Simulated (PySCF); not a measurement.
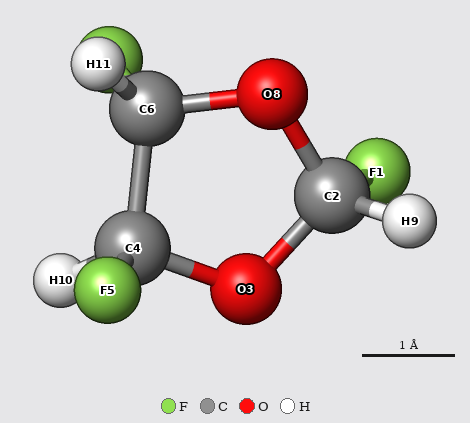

**Figure 1.** The structure (ball-and-stick view, seen at a tilt; atoms are numbered from 1 in the order of the input). Bond lengths as drawn: C–C 1.53 Å, C–F 1.34 to 1.36 Å, C–H 1.10 Å and C–O 1.38 to 1.39 Å.

## Core-level calculation of C3H3F3O2

- system: C3H3F3O2
- method: delta-SCF UKS SCAN, pcX-1 on the ionised atom, pcseg-1 elsewhere, spin-free X2C (PySCF 2.14.0)

Figures and captions count atoms from 1; the log counts them from 0 in places.

The input
```
{"job": {"kind": "xps", "basis": "pcX-1"}, "charge": 0, "multiplicity": 1}
F      2.201841     0.566867    -0.452050
C      1.306684    -0.384583    -0.134738
O      0.339944    -0.430984    -1.127438
C     -0.898493    -0.133829    -0.602825
F     -1.625558    -1.270476    -0.435050
C     -0.571399     0.469127     0.762119
F     -0.501132     1.820455     0.663104
O      0.661840    -0.081006     1.049599
H      1.842250    -1.340811    -0.034912
H     -1.445942     0.546031    -1.271373
H     -1.285774     0.197678     1.552045
```

The first line tells a small driver script what to run in PySCF; the rest is the geometry in Å.

Machine: 1 CPU thread, shared host.

Run as:
```bash
OMP_NUM_THREADS=1 python <driver script> task.json out
```

Log
```
ground state, core basis on atom 0 (F), 137 functions
  cycle   1  E = -566.04715787  |g| = 1.02e+00
  cycle   2  E = -565.74427168  |g| = 1.71e+00
  cycle   3  E = -566.21070414  |g| = 9.18e-02
  cycle   4  E = -566.21158648  |g| = 6.70e-02
  cycle   5  E = -566.21236638  |g| = 1.04e-02
  cycle   6  E = -566.21238265  |g| = 4.68e-03
  cycle   7  E = -566.21238795  |g| = 1.10e-03
  cycle   8  E = -566.21238770  |g| = 6.17e-04
  cycle   9  E = -566.21238643  |g| = 1.30e-04
  E(ground) = -566.21705361 Eh
hole in F 1s of atom 0
  cycle   1  E = -539.84601644  |g| = 2.57e+00
[... 9 cycles left out ...]
  E(ion) = -540.72599656 Eh   <S^2> = 0.7567   hole on atom = 1.000   binding energy = 693.647 eV
ground state, core basis on atom 1 (C), 137 functions
[... 6 cycles left out ...]
  E(ground) = -566.21372984 Eh
hole in C 1s of atom 1
[... 11 cycles left out ...]
  E(ion) = -555.29865823 Eh   <S^2> = 0.7747   hole on atom = 1.000   binding energy = 297.014 eV
ground state, core basis on atom 2 (O), 137 functions
[... 6 cycles left out ...]
  E(ground) = -566.21791298 Eh
hole in O 1s of atom 2
[... 11 cycles left out ...]
  E(ion) = -546.35610153 Eh   <S^2> = 0.7621   hole on atom = 1.000   binding energy = 540.467 eV
ground state, core basis on atom 3 (C), 137 functions
[... 6 cycles left out ...]
  E(ground) = -566.21577956 Eh
hole in C 1s of atom 3
[... 12 cycles left out ...]
  E(ion) = -555.34834640 Eh   <S^2> = 0.7730   hole on atom = 1.000   binding energy = 295.718 eV
ground state, core basis on atom 4 (F), 137 functions
[... 6 cycles left out ...]
  E(ground) = -566.21650691 Eh
hole in F 1s of atom 4
[... 10 cycles left out ...]
  E(ion) = -540.72401969 Eh   <S^2> = 0.7568   hole on atom = 1.000   binding energy = 693.686 eV
ground state, core basis on atom 5 (C), 137 functions
[... 6 cycles left out ...]
  E(ground) = -566.21615664 Eh
hole in C 1s of atom 5
[... 12 cycles left out ...]
  E(ion) = -555.34886745 Eh   <S^2> = 0.7734   hole on atom = 1.000   binding energy = 295.714 eV
ground state, core basis on atom 6 (F), 137 functions
[... 6 cycles left out ...]
  E(ground) = -566.21670516 Eh
hole in F 1s of atom 6
[... 10 cycles left out ...]
  E(ion) = -540.72345633 Eh   <S^2> = 0.7566   hole on atom = 1.000   binding energy = 693.707 eV
ground state, core basis on atom 7 (O), 137 functions
[... 6 cycles left out ...]
  E(ground) = -566.21782125 Eh
hole in O 1s of atom 7
  cycle   1  E = -545.55014214  |g| = 2.22e+00
  cycle   2  E = -544.67432668  |g| = 2.44e+00
  cycle   3  E = -546.17374228  |g| = 7.22e-01
  cycle   4  E = -546.28743292  |g| = 4.39e-01
  cycle   5  E = -546.34819779  |g| = 7.47e-02
  cycle   6  E = -546.34979732  |g| = 2.79e-02
  cycle   7  E = -546.35006669  |g| = 8.07e-03
  cycle   8  E = -546.35008428  |g| = 3.83e-03
  cycle   9  E = -546.35009091  |g| = 8.20e-04
  cycle  10  E = -546.35008953  |g| = 3.69e-04
  E(ion) = -546.35351830 Eh   <S^2> = 0.7619   hole on atom = 1.000   binding energy = 540.535 eV
```

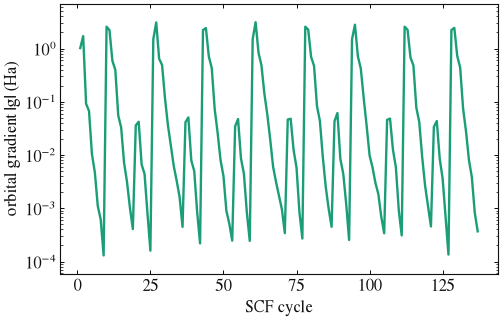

**Figure 2.** Convergence of the self-consistent field: orbital gradient |g| against the SCF cycle. All cycles printed in the log are drawn one after another.

Key numbers

```json
{"quantity": "outcome", "value": "converged"}
{"quantity": "wall time", "value": "83 s"}
{"quantity": "peak memory", "value": "0.45 GiB"}
```
